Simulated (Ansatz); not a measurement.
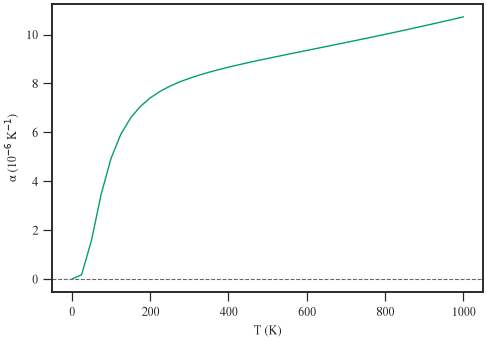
Figure: Linear thermal expansion of Rh in the fcc (Cu type) structure from quasi-harmonic approximation, PBEsol density-functional theory in Ansatz (plane waves, PAW)

**Question.** Read off α at 700 K, and say whether it is negative anywhere.

**Answer.** About 9.7 × 10⁻⁶ K⁻¹. It is not negative in the range shown.

Ansatz is an electronic-structure program.
